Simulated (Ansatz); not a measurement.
# CHFSi2 (charge −1, doublet): what the fields show

The calculation's input:

```
crystal:
  periodic: [false, false, false]
  atoms:
    - symbol: C
      position_ang: [-1.138449, -1.603103, 0.818222]
    - symbol: F
      position_ang: [-2.774099, -3.460026, -0.529434]
    - symbol: Si
      position_ang: [-2.842418, -1.885338, 0.211123]
    - symbol: Si
      position_ang: [-1.626963, -1.242363, 2.488977]
    - symbol: H
      position_ang: [-0.158614, -1.884652, 0.405572]
basis:
  gaussian:
    orbitals: def2-TZVPD
total_charge: -1
magnetization:
  spin_polarized: true
  initial_magnetization: 1
hamiltonian:
  xc: pbe0
output:
  forces: true
  orbitals: {seedname: orbitals}
```

Command:

```sh
ansatz run input.yaml --threads 2 --pin off --max-ram 4350MiB --events-out events.jsonl --progress --plain --runs-dir runs
```

Geometry: B3LYP-D3(BJ)/def2-SVPD.

Level of theory: isolated molecule in a Gaussian basis; Kohn-Sham density functional theory, functional PBE0 in Ansatz.

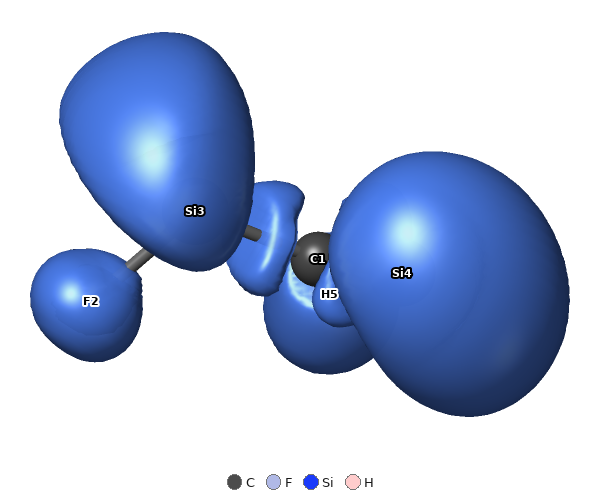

Figure 1. Isosurface of the electron localisation function at 0.8 (blue), seen from one side. Core shells and regions of very low density are left out.

What do the ELF domains correspond to?

The surface consists of two regions between bonded C–Si atoms (shared pairs), one region around a hydrogen nucleus, two lobes on Si, pointing away from the bonds (non-bonding electrons) and one region wrapped around F (its lone pairs, merged into a ring or cap). Along the contacts the grid gives the following. Si–F (1.74 Å): the ELF peaks at about 0.85 in the valence shell of F, 0.6 Å from its nucleus, and is about 0.50 at the midpoint. C–Si (1.78 Å): the ELF peaks at about 0.90 between the atoms; localised, covalent bonding.

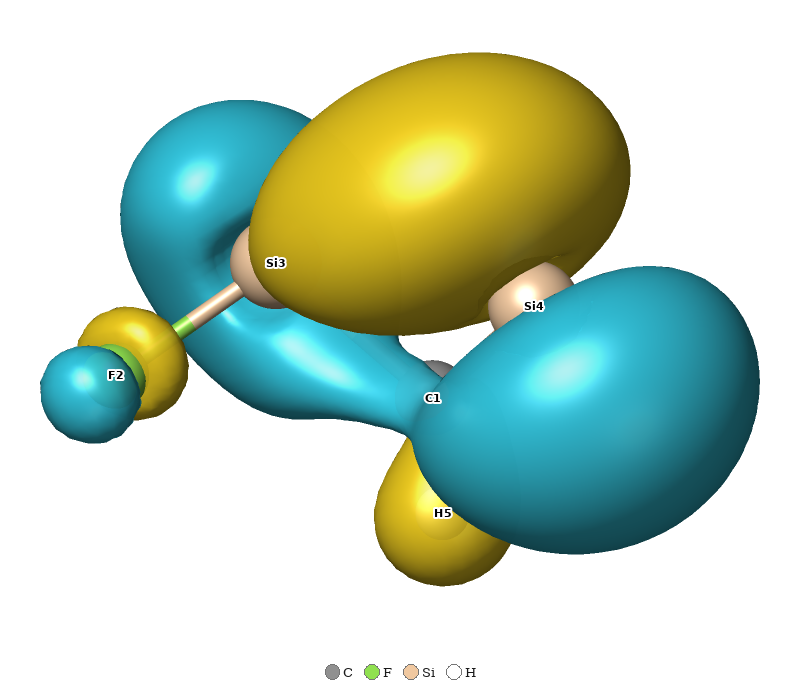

Figure 2. The HOMO (α) at ±0.08 Å⁻³ᐟ² (yellow and cyan are the two phases), seen at a tilt.

Where does this orbital lie, and at what energy?

It lies mainly on Si4 (about 60 %), Si3 (about 30 %) and C1 (about 5 %). Its energy is −0.32 eV.

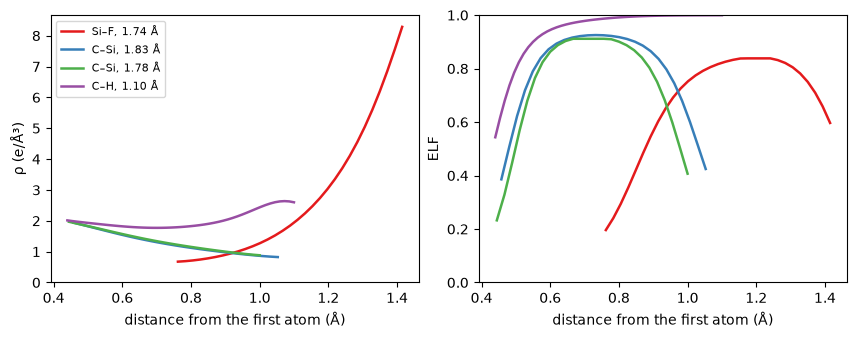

Figure 3. Electron density and electron localisation function along straight lines between neighbouring atoms. The curves leave out the atomic cores.

Compare the contacts.

Si–F (1.74 Å): the density is about 0.83 e/Å³ at the midpoint; the ELF peaks at about 0.85 in the valence shell of F, 0.6 Å from its nucleus, and is about 0.50 at the midpoint.
C–Si (1.83 Å): the density is about 0.96 e/Å³ at the midpoint; the ELF peaks at about 0.95 between the atoms; a shared electron pair.
C–Si (1.78 Å): the density is about 1 e/Å³ at the midpoint; the ELF peaks at about 0.90 between the atoms (localised, covalent bonding).
C–H (1.10 Å): the density is about 1.9 e/Å³ at the midpoint; the ELF climbs to about 1 towards the hydrogen, as it does in any bond to H: an ordinary covalent bond to hydrogen.

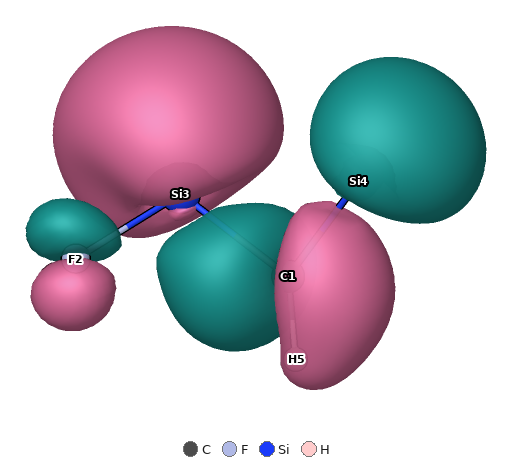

Figure 4. The HOMO (β) at ±0.08 Å⁻³ᐟ² (teal and pink are the two phases), seen at a tilt.

Describe this orbital and give its energy.

Its weight (Hirshfeld) is mainly on Si3 (about 50 %), C1 (about 20 %) and Si4 (about 20 %). Its energy is −1.24 eV.
